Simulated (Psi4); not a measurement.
# Single-point calculation of BH2F2 (charge −1)

The run: single-point calculation of BH2F2, charge −1, SMILES F[BH2-]F. Method and program: CCSD(T)/cc-pVDZ, RHF (Psi4 1.11).

The geometry was optimised with PBE0/6-31G*.

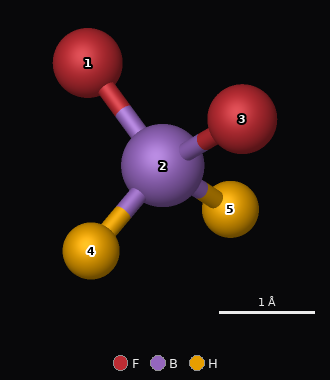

*The input geometry (ball-and-stick view, seen at a tilt; atoms are numbered from 1 in the order of the input).*

### The input (bf2h2.dat)
```
memory 1.6 GB

molecule m {
  -1 1
  F
  B 1 1.427486
  F 2 1.427487 1 108.7805
  H 2 1.256644 1 109.51482 3 119.66002
  H 2 1.256664 4 109.98532 3 120.39562
  symmetry c1
}

set basis cc-pVDZ
set reference rhf
set scf_type pk
set freeze_core true

energy('ccsd(t)')
```

Command:
```bash
psi4 -i bf2h2.dat -o bf2h2.out -n 1
```

### Log
```
Psi4 1.11 release

   => Loading Basis Set <=

    Name: CC-PVDZ
    Role: ORBITAL
    Keyword: BASIS

         ---------------------------------------------------------
                                   SCF
                              RHF Reference
                        1 Threads,   1525 MiB Core
         ---------------------------------------------------------

  ==> Geometry <==

    Molecular point group: c1
    Full point group: C1

    Geometry (in Angstrom), charge = -1, multiplicity = 1:

       Center              X                  Y                   Z               Mass
    ------------   -----------------  -----------------  -----------------  -----------------
         F            0.000001307312     0.480083190856    -1.083657131666    18.998403162730
         B            0.000001307312     0.480083190856     0.343828868334    11.009305360000
         F            0.000001307312    -0.871402809528     0.803399021777    18.998403162730
         H            1.029266561785     1.066214238438     0.763611638026     1.007825032230
         H           -1.029330130625     1.066165257949     0.763577615090     1.007825032230

  Running in c1 symmetry.

  Rotational constants: A =      1.44803  B =      0.31620  C =      0.27780 [cm^-1]
  Rotational constants: A =  43410.95435  B =   9479.57805  C =   8328.16006 [MHz]
  Nuclear repulsion =   64.979840918030689

  Charge       = -1
  Multiplicity = 1
  Electrons    = 26
  Nalpha       = 13
  Nbeta        = 13

  ==> Algorithm <==

  SCF Algorithm Type is PK.
  DIIS enabled.
  MOM disabled.
  Fractional occupation disabled.
  Guess Type is SAD.
  Energy threshold   = 1.00e-08
  Density threshold  = 1.00e-08
  Integral threshold = 1.00e-12

  ==> Primary Basis <==

  Basis Set: CC-PVDZ
    Blend: CC-PVDZ
    Number of shells: 24
    Number of basis functions: 52
    Number of Cartesian functions: 55
    Spherical Harmonics?: true
    Max angular momentum: 2

  ==> Integral Setup <==

  Using in-core PK algorithm.
   Calculation information:
      Number of atoms:                   5
      Number of AO shells:              24
      Number of primitives:             76
      Number of atomic orbitals:        55
      Number of basis functions:        52

      Integral cutoff                 1.00e-12
      Number of threads:                 1

  Performing in-core PK
  Using 1900262 doubles for integral storage.
  We computed 45053 shell quartets total.
  Whereas there are 45150 unique shell quartets.

  ==> DiskJK: Disk-Based J/K Matrices <==

    J tasked:                  Yes
    K tasked:                  Yes
    wK tasked:                  No
    Memory [MiB]:             1144
    Schwarz Cutoff:          1E-12

  Minimum eigenvalue in the overlap matrix is 1.6362551919E-02.
  Reciprocal condition number of the overlap matrix is 4.1799905551E-03.
    Using symmetric orthogonalization.

  ==> Pre-Iterations <==

  SCF Guess: Superposition of Atomic Densities via on-the-fly atomic UHF (no occupation information).

   -------------------------
    Irrep   Nso     Nmo
   -------------------------
     A         52      52
   -------------------------
    Total      52      52
   -------------------------

  ==> Iterations <==

                        Total Energy        Delta E     RMS |[F,P]|

   @RHF iter SAD:  -223.73001759792041   -2.23730e+02   0.00000e+00
   @RHF iter   1:  -224.78036435161505   -1.05035e+00   7.63025e-03 DIIS/ADIIS
   @RHF iter   2:  -224.82225108482783   -4.18867e-02   4.46679e-03 DIIS/ADIIS
   @RHF iter   3:  -224.83789001182666   -1.56389e-02   3.58688e-04 DIIS/ADIIS
   @RHF iter   4:  -224.83815474255994   -2.64731e-04   8.40892e-05 DIIS
   @RHF iter   5:  -224.83816948074667   -1.47382e-05   1.74128e-05 DIIS
   @RHF iter   6:  -224.83817029501711   -8.14270e-07   4.60825e-06 DIIS
   @RHF iter   7:  -224.83817036168267   -6.66656e-08   6.13736e-07 DIIS
   @RHF iter   8:  -224.83817036301775   -1.33508e-09   7.82310e-08 DIIS
   @RHF iter   9:  -224.83817036303722   -1.94689e-11   1.12070e-08 DIIS
   @RHF iter  10:  -224.83817036303779   -5.68434e-13   1.87919e-09 DIIS
  Energy and wave function converged.

  ==> Post-Iterations <==

    Orbital Energies [Eh]
    ---------------------

    Doubly Occupied:

       1A    -26.004732     2A    -26.004724     3A     -7.406571
       4A     -1.318340     5A     -1.288845     6A     -0.521403
       7A     -0.426398     8A     -0.419514     9A     -0.417398
      10A     -0.362509    11A     -0.337905    12A     -0.276434
      13A     -0.171859

    Virtual:

      14A      0.471317    15A      0.478523    16A      0.534301
      17A      0.543569    18A      0.636013    19A      0.788696
      20A      0.872279    21A      0.883544    22A      0.997423
      23A      1.121757    24A      1.204493    25A      1.253486
      26A      1.412565    27A      1.534601    28A      1.691772
      29A      1.801190    30A      1.809081    31A      1.865639
      32A      1.897596    33A      1.965529    34A      2.040431
      35A      2.055362    36A      2.125268    37A      2.217329
      38A      2.374078    39A      2.664919    40A      2.666627
      41A      2.715982    42A      2.962994    43A      4.254629
      44A      4.255820    45A      4.280606    46A      4.303647
      47A      4.311643    48A      4.449971    49A      4.553748
      50A      4.607196    51A      4.628384    52A      4.674549

    Final Occupation by Irrep:
              A
    DOCC [    13 ]
    NA   [    13 ]
    NB   [    13 ]

  @RHF Final Energy:  -224.83817036303779

   => Energetics <=

    Nuclear Repulsion Energy =             64.9798409180306891
    One-Electron Energy =                -449.7227606519956566
    Two-Electron Energy =                 159.9047493709271919
    Total Energy =                       -224.8381703630377899

Computation Completed

Properties will be evaluated at   0.000000,   0.000000,   0.000000 [a0]

Properties computed using the SCF density matrix

 Multipole Moments:

 ------------------------------------------------------------------------------------
     Multipole            Electronic (a.u.)      Nuclear  (a.u.)        Total (a.u.)
 ------------------------------------------------------------------------------------

 L = 1.  Multiply by 2.5417464519 to convert [e a0] to [Debye]
 Dipole X            :          0.0001280           -0.0000633            0.0000647
 Dipole Y            :         -2.3897929            1.9103598           -0.4794331
 Dipole Z            :         -1.7115512            1.3681818           -0.3433695
 Magnitude           :                                                    0.5897107

 ------------------------------------------------------------------------------------

	total time  =          1 seconds =       0.02 minutes
 MINTS: Wrapper to libmints.

   Calculation information:
      Number of threads:                 1
      Number of atoms:                   5
      Number of AO shells:              24
      Number of SO shells:              24
      Number of primitives:             76
      Number of atomic orbitals:        55
      Number of basis functions:        52

      Number of irreps:                  1
      Integral cutoff                 1.00e-12
      Number of functions per irrep: [  52 ]

 OEINTS: Overlap, kinetic, potential, dipole, and quadrupole integrals
         stored in file 35.

      Computing two-electron integrals...done
      Computed 726024 non-zero two-electron integrals.
        Stored in file 33.

	Wfn Parameters:
	--------------------
	Wavefunction         = CCSD_T
	Number of irreps     = 1
	Number of MOs        = 52
	Number of active MOs = 49
	AO-Basis             = NONE
	Semicanonical        = false
	Reference            = RHF
	Print Level          = 1

	IRREP	# MOs	# FZDC	# DOCC	# SOCC	# VIRT	# FZVR
	-----	-----	------	------	------	------	------
	 A	   52	    3	    10	    0	    39	    0
	Transforming integrals...
	IWL integrals will be deleted.
	(OO|OO)...
	Presorting SO-basis two-electron integrals.
	Sorting File: SO Ints (nn|nn) nbuckets = 1
	Constructing frozen core operators
	Starting first half-transformation.
	Sorting half-transformed integrals.
	First half integral transformation complete.
	Starting second half-transformation.
	Two-electron integral transformation complete.
	(OO|OV)...
	Starting second half-transformation.
	Two-electron integral transformation complete.
	(OO|VV)...
	Starting second half-transformation.
	Two-electron integral transformation complete.
	(OV|OO)...
	Starting first half-transformation.
	Sorting half-transformed integrals.
	First half integral transformation complete.
	Starting second half-transformation.
	Two-electron integral transformation complete.
	(OV|OV)...
	Starting second half-transformation.
	Two-electron integral transformation complete.
	(OV|VV)...
	Starting second half-transformation.
	Two-electron integral transformation complete.
	(VV|OO)...
	Starting first half-transformation.
	Sorting half-transformed integrals.
	First half integral transformation complete.
	Starting second half-transformation.
	Two-electron integral transformation complete.
	(VV|OV)...
	Starting second half-transformation.
	Two-electron integral transformation complete.
	(VV|VV)...
	Starting second half-transformation.
	Two-electron integral transformation complete.
	Frozen core energy     =   -201.64318986467552

	Size of irrep 0 of <ab|cd> integrals:      2.313 (MW) /     18.508 (MB)
	Total:                                     2.313 (MW) /     18.508 (MB)

	Size of irrep 0 of <ia|bc> integrals:      0.593 (MW) /      4.746 (MB)
	Total:                                     0.593 (MW) /      4.746 (MB)

	Size of irrep 0 of tijab amplitudes:       0.152 (MW) /      1.217 (MB)
	Total:                                     0.152 (MW) /      1.217 (MB)

	Nuclear Rep. energy          =     64.97984091803069
	SCF energy                   =   -224.83817036303779
	One-electron energy          =   -165.26843538409292
	Two-electron energy          =     77.09361396770009
	Reference energy             =   -224.83817036303765

	total time  =          1 seconds =       0.02 minutes
            **************************
            *                        *
            *        CCENERGY        *
            *                        *
            **************************

    Nuclear Rep. energy (wfn)     =   64.979840918030689
    SCF energy          (wfn)     = -224.838170363037790
    Reference energy    (file100) = -224.838170363037648

    Input parameters:
    -----------------
    Wave function   =     CCSD_T
    Reference wfn   =     RHF
    Brueckner       =     No
    Memory (Mbytes) =     1600.0
    Maxiter         =     50
    R_Convergence   =     1.0e-07
    E_Convergence   =     1.0e-06
    Restart         =     Yes
    DIIS            =     Yes
    AO Basis        =     NONE
    ABCD            =     NEW
    Cache Level     =     2
    Cache Type      =     LOW
    Print Level     =     1
    Num. of threads =     1
    # Amps to Print =     10
    Print MP2 Amps? =     No
    Analyze T2 Amps =     No
    Print Pair Ener =     No
    Local CC        =     No
    SCS-MP2         =     False
    SCSN-MP2        =     False
    SCS-CCSD        =     False

MP2 correlation energy -0.4840378669554005
                Solving CC Amplitude Equations
                ------------------------------
  Iter             Energy              RMS        T1Diag      D1Diag    New D1Diag    D2Diag
  ----     ---------------------    ---------   ----------  ----------  ----------   --------
     0        -0.484037866955401    0.000e+00    0.000000    0.000000    0.000000    0.107624
     1        -0.490556857112197    5.883e-02    0.009281    0.022547    0.022547    0.128307
     2        -0.500729384636311    1.817e-02    0.009053    0.021444    0.021444    0.134533
     3        -0.503131382952594    7.903e-03    0.010570    0.025301    0.025301    0.137485
     4        -0.503019104416330    1.396e-03    0.010824    0.025891    0.025891    0.137551
     5        -0.503028882680490    5.288e-04    0.010912    0.026104    0.026104    0.137523
     6        -0.503035881929790    1.494e-04    0.010940    0.026159    0.026159    0.137512
     7        -0.503031495771695    4.348e-05    0.010944    0.026158    0.026158    0.137507
     8        -0.503030734591065    1.164e-05    0.010945    0.026156    0.026156    0.137507
     9        -0.503031070506673    3.532e-06    0.010945    0.026154    0.026154    0.137508
    10        -0.503030983909200    1.024e-06    0.010945    0.026153    0.026153    0.137507
    11        -0.503031015939844    3.022e-07    0.010945    0.026153    0.026153    0.137507
    12        -0.503031014604664    7.121e-08    0.010945    0.026153    0.026153    0.137507

    Iterations converged.

    Largest TIA Amplitudes:
              5   3        -0.0230140614
              7   1         0.0188644027
              4   0        -0.0174310554
              3   6        -0.0154289807
              3   1         0.0118399516
              2   7         0.0098935171
              9   3        -0.0093881399
              4   7         0.0087794170
              5   8        -0.0085727183
              8   0        -0.0078802582

    Largest TIjAb Amplitudes:
      9   9   4   4        -0.0288810623
      9   9   8   8        -0.0273475184
      9   9   3   3        -0.0225152597
      3   3   6   6        -0.0221301644
      9   9   9   9        -0.0213781397
      6   6  15  15        -0.0206436102
      8   8   0   0        -0.0186584467
      9   9  10  10        -0.0183867890
      9   9   2   2        -0.0181125257
      2   2   7   7        -0.0179589218

    SCF energy       (wfn)                    = -224.838170363037790
    Reference energy (file100)                = -224.838170363037648

    Opposite-spin MP2 correlation energy      =   -0.359812637466641
    Same-spin MP2 correlation energy          =   -0.124225229488759
    Singles MP2 correlation energy            =   -0.000000000000000
    MP2 correlation energy                    =   -0.484037866955401
      * MP2 total energy                      = -225.322208229993038

    Opposite-spin CCSD correlation energy     =   -0.391580597769615
    Same-spin CCSD correlation energy         =   -0.111450416835049
    Singles CCSD correlation energy           =    0.000000000000000
    CCSD correlation energy                   =   -0.503031014604664
      * CCSD total energy                     = -225.341201377642307

            **************************
            *                        *
            *        CCTRIPLES       *
            *                        *
            **************************

    Wave function   =    CCSD_T
    Reference wfn   =      RHF

    Nuclear Rep. energy (wfn)                =   64.979840918030689
    SCF energy          (wfn)                = -224.838170363037790
    Reference energy    (file100)            = -224.838170363037648
    CCSD energy         (file100)            =   -0.503031014604664
    Total CCSD energy   (file100)            = -225.341201377642307

    Number of ijk index combinations:              220
    Approx. words needed per explicit thread:          237276
    Number of threads for explicit ijk threading:    1

    MKL num_threads set to 1 for explicit threading.

    (T) energy                                =   -0.007704915860910
      * CCSD(T) total energy                  = -225.348906293503234

    Psi4 run time: 0:00:09.98
```

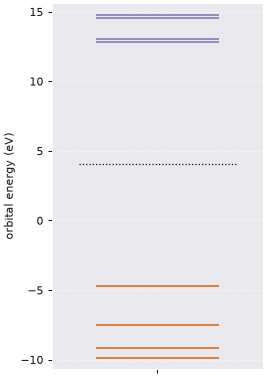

*Orbital energies near the frontier (SCF reference); the dotted line parts filled from empty levels, and levels within 0.02 eV of each other stand side by side.*

Highest filled −4.68 eV, lowest empty 12.83 eV, 17.51 eV apart.

### Key numbers

- outcome: converged
- total energy: −225.348906 hartree
- SCF energy: −224.838170 hartree
- MP2 energy: −225.322208 hartree
- CCSD energy: −225.341201 hartree
- correlation energy: −0.510736 hartree
- (T) correction: −0.007705 hartree
- basis functions: 52
- T1 diagnostic: 0.011
- HOMO of the SCF reference: −4.68 eV
- LUMO of the SCF reference: 12.83 eV
- hardware: 1 thread of AMD EPYC (Zen 3), 192 GiB of memory available, shared host
- wall time: 12 s
- peak memory: 0.23 GiB
